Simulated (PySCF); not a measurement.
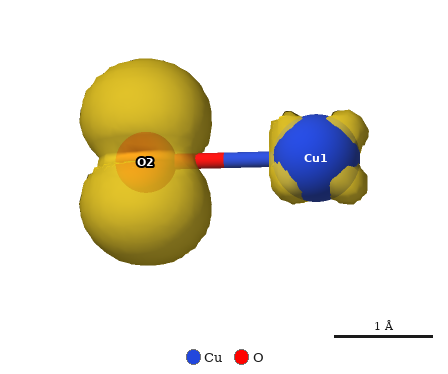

The picture shows: CuO (doublet). Isosurfaces of the spin density at +0.08 (yellow) and −0.08 e/Å³ (cyan), seen from one side.

Method: PBE0/def2-TZVPP, non-relativistic Hamiltonian with scalar-relativistic core potentials where named, at a bond length of 1.762 Å in PySCF.

> Which atoms carry the spin?

The unpaired spin (1 electron) lies mostly on O2 (about 0.9), in electrons by Hirshfeld's partition.
